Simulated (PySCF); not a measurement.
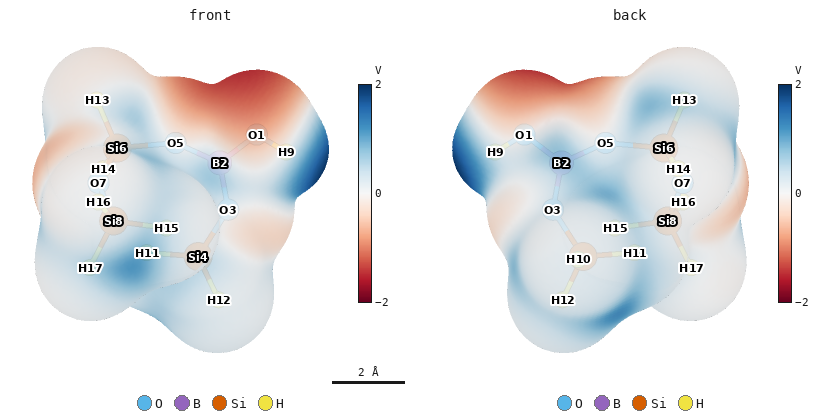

Figure. BH$_{9}$O$_{4}$Si$_{3}$. The molecular electrostatic potential painted on the density surface at 0.001 e/bohr³, seen from the front and from behind; red is negative and blue positive.

Geometry: PBE0-D3(BJ)/def2-SVP.

Theory: PySCF 2.14.0, PBE0/pcSseg-1, SCF density, gas phase, non-relativistic.

Input

```
{"job": {"kind": "nmr", "xc": "PBE0", "basis": "pcSseg-1"}, "charge": 0, "multiplicity": 1}
O      2.367299    -0.247574     1.876296
B      1.514495    -0.328802     0.823420
O      0.912102    -1.529555     0.544346
Si    -0.076399    -2.181806    -0.624611
O      1.304423     0.797879     0.090784
Si     0.433571     1.648441    -1.020378
O     -1.159501     1.682276    -0.596216
Si    -2.333971     1.079552     0.406601
H      2.449576    -1.099277     2.316069
H      0.754066    -2.846796    -1.668786
H     -0.907893    -1.120218    -1.268454
H     -0.965741    -3.177951     0.032325
H      0.952327     3.037624    -1.032043
H      0.567781     1.003751    -2.355722
H     -1.745630     0.059600     1.329552
H     -2.917560     2.189822     1.212338
H     -3.404967     0.439348    -0.409636
```

Command:

```sh
OMP_NUM_THREADS=1 python cluster_run.py task.json out
```

Q: Describe the electrostatic potential map.

A: The most negative region (about −1.4 V) lies over O1, the most positive (about +1.8 V) over H9. O1 is the likeliest acceptor of a hydrogen bond.

Q: What dipole moment does the calculation give?

A: Its dipole moment is 1.94 D.
